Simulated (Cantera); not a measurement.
Input: 1 mol Si₂Cl₆, 130 mol H₂, 0.0034 mol CH₄, equilibrated at 133 Pa.

Method: chemical equilibrium by Gibbs-energy minimisation in Cantera with the NASA 1993 tables (ideal gas, pure condensed phases). Candidate condensed phases: C, C₆H₆, C₇H₈, C₈H₁₈, Si, SiC; 109 gas species. The feed counts by its element totals alone. Mutual solubility and eutectic melting of coexisting phases are not modelled. The tables' values for SiCl₃ are old estimates; treat these amounts as uncertain. Rates play no part.

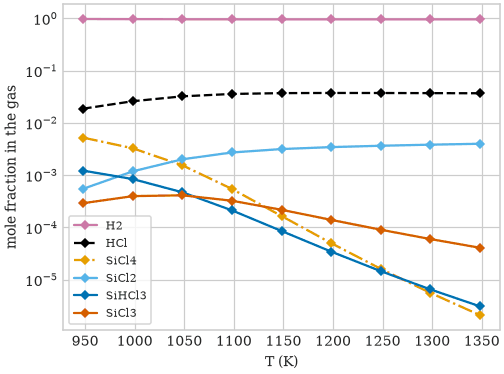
Figure. Equilibrium gas composition (values under 1e-9 drawn at 1e-9)

Q: Read off the mole fractions at 1148 K.

A: H₂ about 0.96, HCl about 0.037, SiCl₂ about 0.0032, SiCl₃ about 0.00022, SiCl₄ about 0.00017, SiHCl₃ about 8.6e-5.
